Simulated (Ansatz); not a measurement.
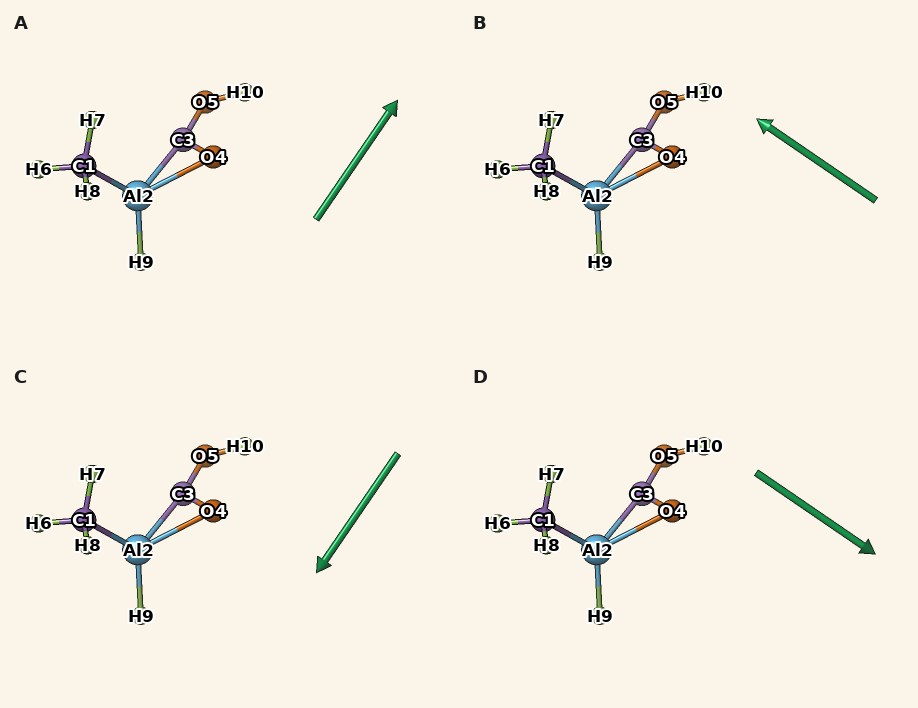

The same molecule four times, each with an arrow. The geometry was computed by an optimisation with PBE0-D4/def2-TZVP. No frequency run is at hand to confirm it as a minimum. Properties computed with RKS r2SCAN-D4/def2-TZVPP (Ansatz 0.2.0).

Question: Which arrow points along the dipole moment, from the negative to the positive end?

Answer: A. The dipole moment is 1.61 D; it points from the side of H9 to the side of H10 (the outermost atoms at the two ends).
